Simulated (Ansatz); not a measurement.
# Fields on a plane of YB12 (space group Fm-3m)

```
CELL_PARAMETERS angstrom
      0.00000     3.72873     3.72873
      3.72873     0.00000     3.72873
      3.72873     3.72873     0.00000
ATOMIC_POSITIONS crystal
  Y  0.00000 0.00000 0.00000
  B  0.50000 0.16236 0.50000
  B  0.50000 0.83764 0.50000
  B  0.16236 0.50000 0.50000
  B  0.83764 0.50000 0.50000
  B  0.16236 0.50000 0.83764
  B  0.83764 0.50000 0.16236
  B  0.50000 0.16236 0.83764
  B  0.50000 0.83764 0.16236
  B  0.50000 0.50000 0.16236
  B  0.50000 0.50000 0.83764
  B  0.83764 0.16236 0.50000
  B  0.16236 0.83764 0.50000
```

The slice is a {100} plane (indices of the conventional cell) through the point (0.500, 0.838, 0.162) (fractional), spanned by u = [100] and v = [0 1 -1] in vectors of this cell: u (5.27 Å) and v (5.27 Å, at 90° to u). It covers one period; positions are fractions (u, v).

Atoms on it: Y at (0.50, 0.16); B at (0.66, 0.66); B at (0.34, 0.66); B at (0.00, 0.32); B at (0.00, 0.00).

All values below come from PBEsol (plane waves to 420 eV, PAW, scalar-relativistic; Ansatz, a first-principles code). k mesh 9×9×9. Near the nuclei the fields are pseudised (PAW); where an atom keeps semicore shells as valence, they peak there. YB12 is run without spin polarisation. YB12 was relaxed with its symmetry unable to fall.

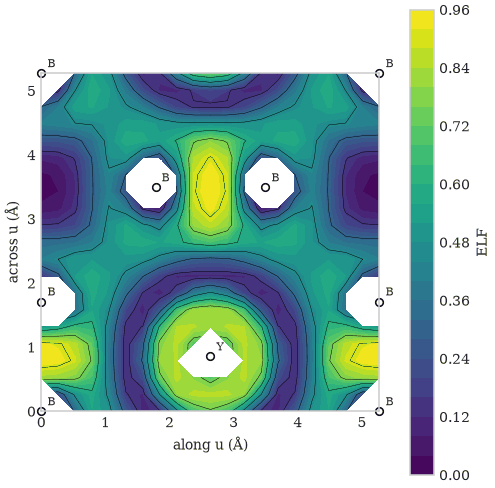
Figure: Electron localisation function (ELF), one period of the plane, atoms marked. Points within 0.3 Å of a nucleus are left white, as the pseudised field means little there.

```
|==++++==--::::::::------::::::::--==++++|
|++++====----::::::::::::::::::----====++|
|========----------::::::----------======|
|::::----============--============----::|
|....::--==++++++++++++++++++++++==--::..|
|    ..--==++====++******++====++==--..  |
|    ..--==++==--++******++--==++==--..  |
|  ..::--==++++==++++++++++==++++==--::..|
|::::::--====++==============++====--::::|
|--------======--------------======------|
|++======------::::::::::::::------======|
|++++++==--::::::::::::::::::::::--==++++|
|--==++==--::..::--======--::..::--==++==|
|--==++==::::::--**##%%##**--::::::==++==|
|**++++--::::--++%%@@@@@@%%++--::::--++++|
|****==--::::--##@@@@@@@@@@##--::::--==**|
|**++==--::::==##@@@@@@@@@@##==::::--==++|
|****++--::::--**%%@@@@@@%%**--::::--++**|
|++++++==::::::==##%%@@%%##==::::::==++++|
|::==++==--::::::==******==::::::--==++==|
```
Scale: ten equal steps from -1.03 (start of ' ') to 0.57 (end of '@'), in the order ' .:-=+*#%@'. Values: log₁₀ of the valence density in e/Å³. The map has 20 points along u (two characters each, u = 0 at the left) and 20 along v (v = 0 in the bottom row). The scale is logarithmic, as a density can span decades between atoms and voids.

The density on the B–B line (1.71 Å) at its midpoint is 0.95 e/Å³ and the ELF at that point is 1.0. ELF maximum in the middle third of the B–B line: 0.96, 0.9 Å from B.
